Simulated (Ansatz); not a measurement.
## Errors in the atomisation enthalpy at 298 K

10 molecules holding Si, Ge, B, Al, Ga, P or As; the atomisation enthalpy at 298 K in kJ/mol, computed less measured. Shapes, held fixed at every level: PBE0-D4/def2-TZVP. Flexible molecules stand in one conformer, not always the lowest. Thermal terms are harmonic and unscaled (PBE0-D4/def2-TZVP); the spin-orbit lowering of the free atoms is taken from their spectra. Programs: Ansatz 0.2.0. Measured values: CRC Handbook of Chemistry and Physics, NIST-JANAF tables.

Levels: A = HF/def2-TZVPP; B = PBE-D4/def2-TZVPP; C = B3LYP-D4/def2-TZVPP; D = RPA@PBE/STO-3G.

```
                        molecule  from tabulated heats     A    B    C     D
                HBS (SMILES B=S)                  1015  -263  +32   +4   +84
 SiO2 (silicon dioxide molecule)                  1254  -619  +31  -51  -624
AlClF2 (SMILES [F][Al]([F])[Cl])                  1609  -391   -1  -42  -445
      AsF3 (arsenic trifluoride)                  1326  -537  +91  +13  -777
    BCl2F (dichlorofluoroborane)                  1537  -374  +60  -19  -327
         BCl3 (SMILES ClB(Cl)Cl)                  1337  -334  +64  -19  -298
    BClF2 (chlorodifluoroborane)                  1736  -410  +60  -15  -389
    PF3 (phosphorus trifluoride)                  1513  -548  +43  -25  -921
        SiH2F2 (SMILES F[SiH2]F)                  1836  -461  -36  -41  -515
          PH2(PH2) (diphosphine)                  1484  -508  +10  +25  +196
```

Q: Which level does best on this set, which worst, and which err to one side?

A: 
```tsv
level	kind	mean error	mean absolute error	worst case
HF/def2-TZVPP	Hartree–Fock	-444.5	444.5	SiO2
PBE-D4/def2-TZVPP	GGA	+35.4	42.8	AsF3
B3LYP-D4/def2-TZVPP	global hybrid	-17.0	25.4	SiO2
RPA@PBE/STO-3G	RPA	-401.6	457.6	PF3
```

On this set B3LYP-D4/def2-TZVPP has the smallest mean absolute error and RPA@PBE/STO-3G the largest. Without PF3 the largest would be that of HF/def2-TZVPP. HF/def2-TZVPP is too low in 10 of 10; PBE-D4/def2-TZVPP is too high in 8 of 10; B3LYP-D4/def2-TZVPP is too low in 7 of 10; RPA@PBE/STO-3G is too low in 8 of 10. The heats of AlClF2, PH2(PH2) come from older tables and can be uncertain by 10 kJ/mol or more. Heats of the atoms come from ATcT where it has them, that of boron, 570 kJ/mol, from recent work. The levels differ in basis as well as in method. With so many references in doubt the order of the levels isn't settled. The tabulated values of HBS, SiO2, AsF3, BCl2F, BClF2, SiH2F2 are in doubt (older tables, estimates, or at odds with other calculations) and kept here. Over the 4 molecules whose values aren't doubted the mean absolute errors are A 445.2; B 29.5; C 27.8; D 465.0. The largest two are near a tie. Hartree–Fock lacks correlation and underbinds. Relativity is left out for As. The set is small.

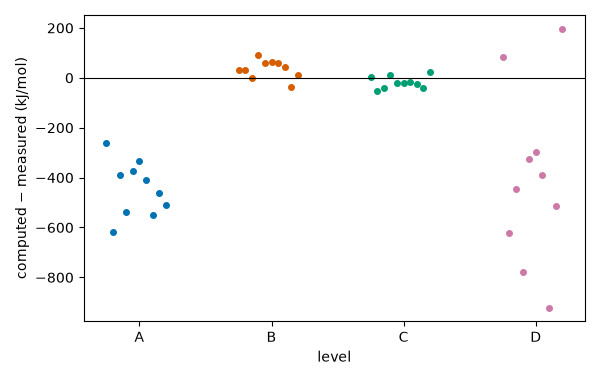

Errors of each level, one point a molecule.
